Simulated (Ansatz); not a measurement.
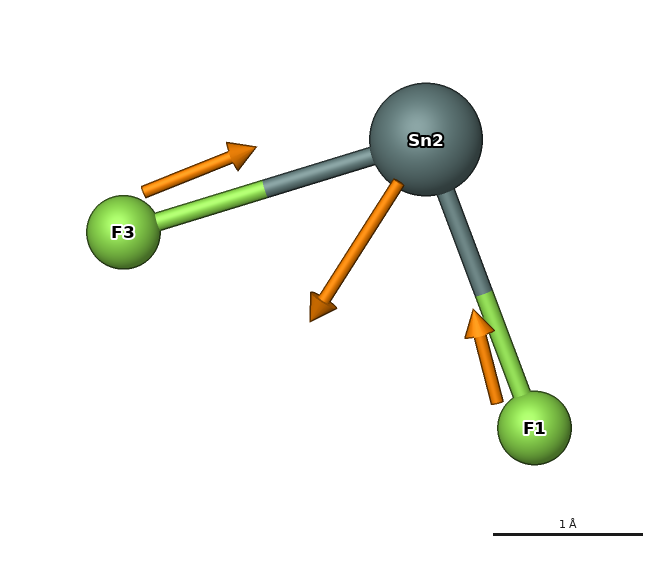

Arrows show the forces on the atoms, 0.4 Å of arrow for 1 eV/Å; forces under a tenth of the largest aren't drawn. Level of theory: BLYP-D4/def2-TZVPP (Ansatz 0.2.0).

Q: On which atom is the force largest, and how large is it?

A: On Sn2: 2.85 eV/Å.

Q: Which bond do the forces act along most?

A: Sn2–F3, now 2.139 Å: the forces pull its atoms together, so a first step downhill shortens it.

List the force components in the frame of the picture (x right, y up, z towards the viewer), in eV/Å.

| atom | Fx | Fy | Fz |
| --- | --- | --- | --- |
| F1 | −0.41 | 1.60 | 0.24 |
| Sn2 | −1.50 | −2.36 | −0.50 |
| F3 | 1.91 | 0.77 | 0.27 |
